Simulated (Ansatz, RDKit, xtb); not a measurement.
# Isomers of B3N4H6F, a sample narrowed down

A sample of isomers of B3N4H6F is drawn. Aim: find which of them has the lowest free energy at 298.15 K, then its properties. The sample is small against all isomers, and the most stable one of this formula need not be in it.

Plan: many cheap relaxations first (GFN2-xTB), then density-functional screening, relaxation at B3LYP-D3(BJ)/def2-SVP, vibrations (at GFN2-xTB) and a final energy. The numbers are computed, not measured.

### Step 1. Possible bonding patterns

Isomers were taken from a list of plausible structures; this is a sample, not all of them. That gives 3 candidates.

```csv
label,SMILES,spin
c101,NN1BNB(F)NB1,singlet
c202,NB1NBNB(F)N1,singlet
c961,NN1BNBNB1F,singlet
```

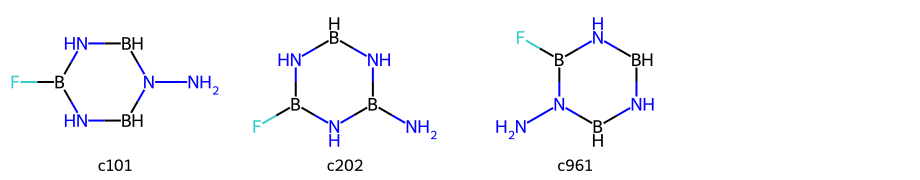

Structural formulas of the candidates.

Candidates are built by distance geometry, with a force field where one applies, in up to four conformers (letters a to d).

Q: Predict the outcome of this search (final energies at CCSD(T)/def2-SVP + MP2/def2-TZVPP - MP2/def2-SVP).

| quantity | value |
| --- | --- |
| lowest structure found | NB1NBNB(F)N1, singlet |
| next finalist | NN1BNBNB1F, singlet, 60.5 kcal/mol higher in G |
| share at equilibrium, among the finalists | 100.0 % |

The lowest structure found is `NB1NBNB(F)N1`. The margin of 60.5 kcal/mol over the next finalist is beyond the usual error of the last level; it says nothing of structures that weren't ranked. GFN2-xTB, HF/STO-3G, r2SCAN-D4/def2-SVP, B3LYP-D3(BJ)/def2-SVP, HF/def2-SVP and MP2/def2-SVP already put its bonding pattern lowest among the structures in one piece. Lowest found is not proven lowest: the search is finite, and each finalist counts with one conformer. Only 3 drawn patterns were tried, so whole families of isomers are missing, and the result ranks this sample alone.
